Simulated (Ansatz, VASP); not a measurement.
# BaPbSO in two plane-wave programs

Wanted: the spread between two codes on one cell, functional and k mesh. The cell is invented: As first built, before any earlier steps moved the atoms: it takes the BaO structure with some of its atoms replaced by other elements, volume scaled by an estimate. It may not be a known or stable phase. The cell comes out of the VASP series on this material, whose earlier steps may have relaxed, scaled or displaced it; both programs get it as it stands.

Calculated with Ansatz 0.2.0; plane waves, with VASP 6.6.1 beside it; elastic constants at PBEsol.

## Step 1: Starting point

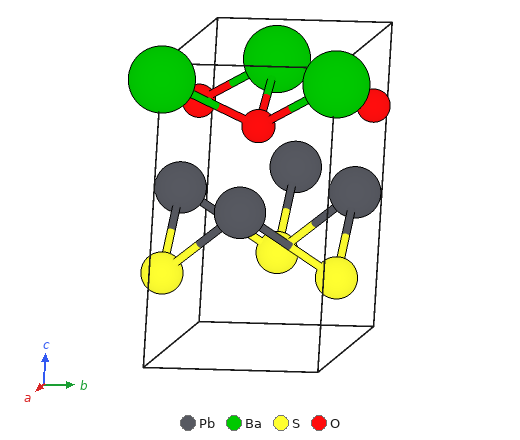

Start, viewed slightly off an axis; lead dark grey, barium green, sulfur yellow, oxygen red. This picture shows the conventional cell, with its axes. Some periodic images of atoms are drawn too.

Coordinates:

```cif
data_structure
_symmetry_space_group_name_H-M 'Cm'
_symmetry_Int_Tables_number 8
_cell_length_a 7.0116
_cell_length_b 4.0569
_cell_length_c 7.0746
_cell_angle_alpha 90.000
_cell_angle_beta 109.244
_cell_angle_gamma 90.000
_cell_volume 189.99
loop_
_atom_site_label
_atom_site_type_symbol
_atom_site_symmetry_multiplicity
_atom_site_Wyckoff_symbol
_atom_site_fract_x
_atom_site_fract_y
_atom_site_fract_z
_atom_site_occupancy
Pb1 Pb 2 a 0.00327 0.50000 0.51731 1
Ba1 Ba 2 a 0.48088 0.50000 0.94437 1
S1 S 2 a 0.25706 0.50000 0.27425 1
O1 O 2 a 0.75493 0.50000 0.76504 1
```

## Step 2: VASP: elastic constants, PBEsol

Elastic constants are differences of stresses under small strains, so they test the stress and the mesh.

Lines of VASP's logs that name or quote its potential files are left out, and so is its time.

File INCAR:

```
SYSTEM = BaPbSO
PREC = Accurate
ENCUT = 560
EDIFF = 1E-07
NELM = 100
ISMEAR = -1
SIGMA = 0.05
LREAL = .FALSE.
ALGO = Normal
GGA = PS
NBANDS = 24
LORBIT = 11
LWAVE = .FALSE.
LCHARG = .FALSE.
KPAR = 2
IBRION = 6
NFREE = 2
POTIM = 0.015
ISIF = 3
NSW = 1
```

File POSCAR:

```
BaPbSO
1.0
    3.5057891512     -2.0284323734      0.0019404956
    3.5057891512      2.0284323734      0.0019404956
   -2.3354016464      0.0000000000      6.6780514396
Pb Ba S O
1 1 1 1
Direct
    0.5032683330      0.5032683330      0.5173146894
    0.9808797546      0.9808797546      0.9443702113
    0.7570610090      0.7570610090      0.2742546812
    0.2549294194      0.2549294194      0.7650364191
```

File KPOINTS:

```
Automatic mesh
0
Gamma
7 7 4
0 0 0
```

The projector-augmented-wave data sets are Pb_d, Ba_sv, S and O (PBE family, release 64).

On the command line:

```bash
$ mpirun -np 2 vasp_std
```

Numbers of over 12 decimals in the logs are rounded to 6 here.

Output:

```text
[banner, memory and clock lines left out]
running    2 mpi-ranks, on    1 nodes
 distrk:  each k-point on    1 cores,    2 groups
 distr:  one band on    1 cores,    1 groups

 POSCAR found type information on POSCAR PbBaS O
 POSCAR found :  4 types and       4 ions
|                                                                             |
|               ----> ADVICE to this user running VASP <----                  |
|                                                                             |
|     You enforced a specific xc type in the INCAR file but a different       |
|     [... a line on the potential file left out ...]
|     I HOPE YOU KNOW WHAT YOU ARE DOING!                                     |
|                                                                             |

 LDA part: xc-table for (Slater+PW92), standard interpolation
 POSCAR, INCAR and KPOINTS ok, starting setup
 FFT: planning ... GRIDC
 FFT: planning ... GRID_SOFT
 FFT: planning ... GRID
 WAVECAR not read
 entering main loop
       N       E                     dE             d eps       ncg     rms          rms(c)
DAV:   1     0.349947680888E+03    0.34995E+03   -0.17781E+04  2880   0.161E+03
DAV:   2     0.152233797675E+02   -0.33472E+03   -0.32033E+03  3064   0.394E+02
DAV:   3    -0.237278827034E+02   -0.38951E+02   -0.38077E+02  3936   0.134E+02
DAV:   4    -0.253099586455E+02   -0.15821E+01   -0.15785E+01  4016   0.267E+01
DAV:   5    -0.253631208486E+02   -0.53162E-01   -0.53150E-01  4112   0.432E+00    0.109E+01
DAV:   6    -0.221901088439E+02    0.31730E+01   -0.16741E+01  3928   0.287E+01    0.771E+00
DAV:   7    -0.218144991954E+02    0.37561E+00   -0.38424E+00  3344   0.108E+01    0.330E+00
DAV:   8    -0.217316401073E+02    0.82859E-01   -0.58533E-01  4008   0.551E+00    0.125E+00
DAV:   9    -0.217355412614E+02   -0.39012E-02   -0.55333E-02  3880   0.169E+00    0.398E-01
DAV:  10    -0.217357645507E+02   -0.22329E-03   -0.92830E-03  4360   0.934E-01    0.176E-01
DAV:  11    -0.217360024170E+02   -0.23787E-03   -0.12788E-03  4104   0.251E-01    0.103E-01
DAV:  12    -0.217361094081E+02   -0.10699E-03   -0.32781E-04  3824   0.170E-01    0.151E-02
DAV:  13    -0.217361150751E+02   -0.56670E-05   -0.58043E-05  3960   0.590E-02    0.125E-02
DAV:  14    -0.217361156041E+02   -0.52907E-06   -0.68146E-06  4544   0.167E-02    0.652E-03
DAV:  15    -0.217361163042E+02   -0.70004E-06   -0.24486E-06  3352   0.114E-02    0.229E-03
DAV:  16    -0.217361162572E+02    0.46995E-07   -0.36991E-07  3304   0.435E-03
   1 F= -.21736116E+02 E0= -.21736116E+02  d E =-.480864E-09
[... from here on, the cycles between the ionic steps are left out ...]
   2 F= -.21729184E+02 E0= -.21729184E+02  d E =-.715797E-09
  29 F= -.21735756E+02 E0= -.21735756E+02  d E =-.476930E-09
  30 F= -.21735454E+02 E0= -.21735454E+02  d E =-.541665E-09
  31 F= -.21735450E+02 E0= -.21735450E+02  d E =-.420935E-09
  32 F= -.21735802E+02 E0= -.21735802E+02  d E =-.479294E-09
  33 F= -.21735796E+02 E0= -.21735796E+02  d E =-.478509E-09
  34 F= -.21735801E+02 E0= -.21735801E+02  d E =-.481589E-09
  35 F= -.21735801E+02 E0= -.21735801E+02  d E =-.481562E-09
  36 F= -.21735774E+02 E0= -.21735774E+02  d E =-.452519E-09
 Finite differences progress:
  Degree of freedom:  18/ 18
  Displacement:        1/  2
  Total:              35/ 36
 bond charge predicted
       N       E                     dE             d eps       ncg     rms          rms(c)
DAV:   1    -0.217320028405E+02    0.37709E-02   -0.49597E+00  3272   0.119E+01    0.274E-01
DAV:   2    -0.217364774863E+02   -0.44746E-02   -0.59180E-02  3376   0.158E+00    0.186E-01
DAV:   3    -0.217358812606E+02    0.59623E-03   -0.29491E-03  3688   0.352E-01    0.786E-02
DAV:   4    -0.217356427501E+02    0.23851E-03   -0.10030E-03  3824   0.215E-01    0.298E-02
DAV:   5    -0.217356461794E+02   -0.34293E-05   -0.24817E-04  4024   0.981E-02    0.195E-02
DAV:   6    -0.217356467897E+02   -0.61031E-06   -0.18192E-05  3568   0.296E-02    0.149E-02
DAV:   7    -0.217356466365E+02    0.15327E-06   -0.45320E-06  3616   0.153E-02    0.330E-03
DAV:   8    -0.217356467128E+02   -0.76399E-07   -0.75702E-07  3584   0.630E-03
  37 F= -.21735647E+02 E0= -.21735647E+02  d E =-.514237E-09
 Finite differences progress:
  Degree of freedom:  18/ 18
  Displacement:        2/  2
  Total:              36/ 36
```

Parts of OUTCAR (step 2):

```text
ion  position               nearest neighbor table
   1  0.503  0.503  0.517-   3 2.85   3 2.85   4 2.85   3 2.85   4 2.87   4 2.87   2 3.69   2 3.69
                             2 3.70
   2  0.981  0.981  0.944-   4 2.63   4 2.63   4 2.63   3 3.21   3 3.21   3 3.21   1 3.69   1 3.69
                             1 3.70
   3  0.757  0.757  0.274-   1 2.85   1 2.85   1 2.85   2 3.21   2 3.21   2 3.21
   4  0.255  0.255  0.765-   2 2.63   2 2.63   2 2.63   1 2.85   1 2.87   1 2.87

  LATTYP: Found a base centered monoclinic cell.
 ALAT       =     7.0115793765
 B/A-ratio  =     0.5785949968
 C/A-ratio  =     1.0089931858
 COS(beta)  =    -0.3295865640

 Subroutine GETGRP returns: Found  2 space group operations
 (whereof  2 operations were pure point group operations)

The static configuration has the point symmetry C_1h.

 Found     60 irreducible k-points:

   k-points           NKPTS =     60   k-points in BZ     NKDIM =     60   number of bands    NBANDS=     24

   dimension x,y,z NGX =    32 NGY =   32 NGZ =   56
   dimension x,y,z NGXF=    64 NGYF=   64 NGZF=  112

   ENCUT  =  560.0 eV  41.16 Ry    6.42 a.u.   7.82  7.82 13.65*2*pi/ulx,y,z

   NELECT =      36.0000    total number of electrons

 k-points in reciprocal lattice and weights: Automatic mesh
   0.00000000  0.00000000  0.00000000       0.005
   0.14285714  0.00000000  0.00000000       0.020
   0.28571429  0.00000000  0.00000000       0.020
   0.42857143  0.00000000  0.00000000       0.020
   0.14285714  0.14285714  0.00000000       0.010
   0.28571429  0.14285714  0.00000000       0.020
   0.42857143  0.14285714  0.00000000       0.020
  -0.42857143  0.14285714 -0.00000000       0.020
  -0.28571429  0.14285714 -0.00000000       0.020
[...]
0.42857143  0.42857143  0.50000000       0.010
  -0.42857143  0.42857143  0.50000000       0.010

 average (electrostatic) potential at core
       1 -92.5850       2 -34.3317       3 -86.6755       4 -69.6466

 E-fermi :   4.5281

 k-point     1 :       0.0000    0.0000    0.0000
  band No.  band energies     occupation
    ...
     14       1.9375      2.00000
     15       2.2738      2.00000
     16       2.3699      2.00000
     17       2.6537      2.00000
     18       2.6735      2.00000
     19       6.0151      0.00000
     20       8.2164      0.00000
     21       8.2225      0.00000
     22       8.2622      0.00000
     23       8.7215      0.00000
    ...

 k-point     2 :       0.1429    0.0000    0.0000
  band No.  band energies     occupation
    ...
     14       1.8370      2.00000
[...]
...
     14       1.5067      2.00000
     15       1.9101      2.00000
     16       2.2265      2.00000
     17       2.5495      2.00000
     18       3.3403      2.00000
     19       6.5630      0.00000
     20       6.8351      0.00000
     21       7.7855      0.00000
     22       8.2941      0.00000
     23       8.7113      0.00000
    ...

  Total       -0.0243540     -0.0299317     -0.0086125      0.0000000      0.0000000     -0.0076632
  in kB       -0.4107435     -0.5048148     -0.1452549      0.0000000      0.0000000     -0.1292434
  external PRESSURE =      -0.3536044 kB  Pullay stress =       0.0000000 kB

  energy-cutoff  :      560.00
  volume of cell :       95.00
      direct lattice vectors                 reciprocal lattice vectors
     3.505789151 -2.028432373  0.001940496     0.142593639 -0.246495770  0.049866855
     3.505789151  2.028432373  0.001940496     0.142593639  0.246495770  0.049866855
    -2.335401646  0.000000000  6.678051440    -0.000082869  0.000000000  0.149715299

 POSITION                                       TOTAL-FORCE (eV/Angst)
 -----------------------------------------------------------------------------------
      2.32057      0.00000      3.45661        -0.000847      0.000000      0.006871
      4.67203      0.00000      6.31036        -0.000049      0.000000     -0.029440
      4.66770      0.00000      1.83443         0.000962      0.000000     -0.035901
      0.00079      0.00000      5.09494        -0.000066      0.000000      0.058470
 -----------------------------------------------------------------------------------
    total drift:                               -0.000344      0.000000     -0.000091

  FREE ENERGIE OF THE ION-ELECTRON SYSTEM (eV)
  ---------------------------------------------------
  free  energy   TOTEN  =       -21.7356467128 eV

  energy  without entropy=      -21.7356467123  energy(sigma->0) =      -21.73564671

  SYMMETRIZED ELASTIC MODULI (kBar)
 Direction    XX          YY          ZZ          XY          YZ          ZX
 --------------------------------------------------------------------------------
 XX        1088.2183    422.1246    487.3178      0.0000      0.0000   -139.5970
 YY         422.1246   1084.9468    491.1023      0.0000      0.0000    133.3294
 ZZ         487.3178    491.1023    931.6372      0.0000      0.0000     -3.7303
 XY           0.0000      0.0000      0.0000    332.5281    134.0093      0.0000
 YZ           0.0000      0.0000      0.0000    134.0093    427.0282      0.0000
 ZX        -139.5970    133.3294     -3.7303      0.0000      0.0000    425.5945
 --------------------------------------------------------------------------------

 Eigenvectors and eigenvalues of the dynamical matrix
 ----------------------------------------------------

   1 f  =    8.821970 THz    55.430075 2PiTHz  294.269257 cm-1    36.484722 meV
             X         Y         Z           dx          dy          dz
      2.320568  0.000000  3.456607    -0.000011   -0.000000    0.113944
      4.672031  0.000000  6.310360     0.001206    0.000000   -0.094866
      4.667698  0.000000  1.834425     0.003174    0.000000   -0.631194
      0.000790  0.000000  5.109942    -0.007987   -0.000000    0.761273

   2 f  =    7.159642 THz    44.985360 2PiTHz  238.819966 cm-1    29.609889 meV
             X         Y         Z           dx          dy          dz
      2.320568  0.000000  3.456607     0.000000   -0.076226    0.000000
      4.672031  0.000000  6.310360    -0.000000    0.203692   -0.000000
      4.667698  0.000000  1.834425    -0.000000    0.401575   -0.000000
      0.000790  0.000000  5.109942     0.000000   -0.889628    0.000000

   3 f  =    7.158043 THz    44.975312 2PiTHz  238.766619 cm-1    29.603275 meV
             X         Y         Z           dx          dy          dz
      2.320568  0.000000  3.456607     0.076600    0.000000    0.004768
      4.672031  0.000000  6.310360    -0.202103   -0.000000   -0.002535
      4.667698  0.000000  1.834425    -0.405305   -0.000000   -0.009040
      0.000790  0.000000  5.109942     0.888198    0.000000    0.002805

   4 f  =    5.200522 THz    32.675843 2PiTHz  173.470737 cm-1    21.507621 meV
             X         Y         Z           dx          dy          dz
      2.320568  0.000000  3.456607     0.005487   -0.000000    0.261035
      4.672031  0.000000  6.310360     0.009689   -0.000000    0.232523
      4.667698  0.000000  1.834425    -0.022041    0.000000   -0.715882
      0.000790  0.000000  5.109942    -0.014444   -0.000000   -0.603729

   5 f  =    4.642313 THz    29.168510 2PiTHz  154.850880 cm-1    19.199054 meV
             X         Y         Z           dx          dy          dz
      2.320568  0.000000  3.456607     0.000000    0.133276    0.000000
      4.672031  0.000000  6.310360     0.000000    0.364230   -0.000000
      4.667698  0.000000  1.834425    -0.000000   -0.864959    0.000000
      0.000790  0.000000  5.109942    -0.000000   -0.318464    0.000000

   6 f  =    4.614076 THz    28.991095 2PiTHz  153.909013 cm-1    19.082277 meV
             X         Y         Z           dx          dy          dz
      2.320568  0.000000  3.456607     0.126129   -0.000000   -0.000199
      4.672031  0.000000  6.310360     0.371322   -0.000000   -0.015281
      4.667698  0.000000  1.834425    -0.862052    0.000000    0.021080
      0.000790  0.000000  5.109942    -0.319636    0.000000    0.015258

   7 f  =    3.707939 THz    23.297666 2PiTHz  123.683521 cm-1    15.334795 meV
             X         Y         Z           dx          dy          dz
      2.320568  0.000000  3.456607    -0.004427   -0.000000    0.625818
      4.672031  0.000000  6.310360    -0.000098   -0.000000   -0.766003
      4.667698  0.000000  1.834425     0.012023    0.000000    0.081496
      0.000790  0.000000  5.109942     0.001514    0.000000   -0.121589

   8 f  =    1.230080 THz     7.728821 2PiTHz   41.031052 cm-1     5.087200 meV
             X         Y         Z           dx          dy          dz
      2.320568  0.000000  3.456607    -0.000000   -0.677580    0.000000
      4.672031  0.000000  6.310360     0.000000    0.683928   -0.000000
      4.667698  0.000000  1.834425     0.000000    0.089662    0.000000
      0.000790  0.000000  5.109942     0.000000    0.255124   -0.000000

   9 f  =    1.157905 THz     7.275333 2PiTHz   38.623560 cm-1     4.788709 meV
             X         Y         Z           dx          dy          dz
      2.320568  0.000000  3.456607    -0.678861    0.000000   -0.002294
      4.672031  0.000000  6.310360     0.680401   -0.000000    0.003770
      4.667698  0.000000  1.834425     0.097916   -0.000000   -0.003257
      0.000790  0.000000  5.109942     0.258040   -0.000000   -0.000676

  10 f/i=    0.003572 THz     0.022446 2PiTHz    0.119165 cm-1     0.014775 meV
             X         Y         Z           dx          dy          dz
      2.320568  0.000000  3.456607     0.085709   -0.000000   -0.721005
      4.672031  0.000000  6.310360     0.070698   -0.000000   -0.587323
      4.667698  0.000000  1.834425     0.034096   -0.000000   -0.284175
      0.000790  0.000000  5.109942     0.024190   -0.000000   -0.200889

  11 f/i=    0.013283 THz     0.083458 2PiTHz    0.443067 cm-1     0.054933 meV
             X         Y         Z           dx          dy          dz
      2.320568  0.000000  3.456607    -0.714126    0.000000   -0.085753
      4.672031  0.000000  6.310360    -0.594336    0.000000   -0.070508
      4.667698  0.000000  1.834425    -0.284963    0.000000   -0.034253
      0.000790  0.000000  5.109942    -0.203696    0.000000   -0.024369

  12 f/i=    0.013655 THz     0.085798 2PiTHz    0.455489 cm-1     0.056473 meV
             X         Y         Z           dx          dy          dz
      2.320568  0.000000  3.456607    -0.000000   -0.719244   -0.000000
      4.672031  0.000000  6.310360    -0.000000   -0.598405   -0.000000
      4.667698  0.000000  1.834425    -0.000000   -0.287304   -0.000000
      0.000790  0.000000  5.109942    -0.000000   -0.205074   -0.000000

 ELASTIC MODULI CONTR FROM IONIC RELAXATION (kBar)
 Direction    XX          YY          ZZ          XY          YZ          ZX
 --------------------------------------------------------------------------------
 XX        -343.4120    232.3225    -61.1341      0.0000      0.0000    192.0828
 YY         232.3225   -392.8700    -80.3632     -0.0000     -0.0000   -210.0459
 ZZ         -61.1341    -80.3632    -99.3123     -0.0000     -0.0000     -7.4719
 XY           0.0000     -0.0000     -0.0000   -284.6024   -183.0559     -0.0000
 YZ           0.0000     -0.0000     -0.0000   -183.0559   -136.0591     -0.0000
 ZX         192.0828   -210.0459     -7.4719     -0.0000     -0.0000   -151.8080
 --------------------------------------------------------------------------------

 TOTAL ELASTIC MODULI (kBar)
 Direction    XX          YY          ZZ          XY          YZ          ZX
 --------------------------------------------------------------------------------
 XX         744.8062    654.4471    426.1838      0.0000      0.0000     52.4858
 YY         654.4471    692.0768    410.7391     -0.0000     -0.0000    -76.7165
 ZZ         426.1838    410.7391    832.3250     -0.0000     -0.0000    -11.2022
 XY           0.0000     -0.0000     -0.0000     47.9257    -49.0466     -0.0000
 YZ           0.0000     -0.0000     -0.0000    -49.0466    290.9691     -0.0000
 ZX          52.4858    -76.7165    -11.2022     -0.0000     -0.0000    273.7865
 --------------------------------------------------------------------------------

 total charge
# of ion       s       p       d       tot
------------------------------------------
    1        1.477   0.520   9.845  11.842
    2        2.013   5.596   0.364   7.973
    3        1.333   2.366   0.000   3.698
    4        1.565   3.314   0.000   4.879
--------------------------------------------------
tot          6.388  11.796  10.209  28.393
```

CONTCAR:

```
BaPbSO
   1.00000000000000
     3.5057891512000001   -2.0284323733999998    0.0019404956000000
     3.5057891512000001    2.0284323733999998    0.0019404956000000
    -2.3354016463999998    0.0000000000000000    6.6780514395999999
  Pb              Ba              S               O
     1     1     1     1
Direct
     0.5032683330000012    0.5032683330000012    0.5173146894000027
     0.9808797545999965    0.9808797545999965    0.9443702112999972
     0.7570610089999974    0.7570610089999974    0.2742546811999986
     0.2541814165815143    0.2541814165815143    0.7627906896168882
```

[end of part 1 of 2]

[Lines on the potential files, build, host, timing and source positions are cut from VASP's logs without a mark.]

[Logs are printed without paths, hosts, clocks, repeated set-up lines and the standing remarks that a program may print on its own settings, such as how far it seeks lower states.]

[Hosts, paths, dates, database ids (printed as entryN), source tags and the programs' standing remarks are cut or masked in the printed files.]
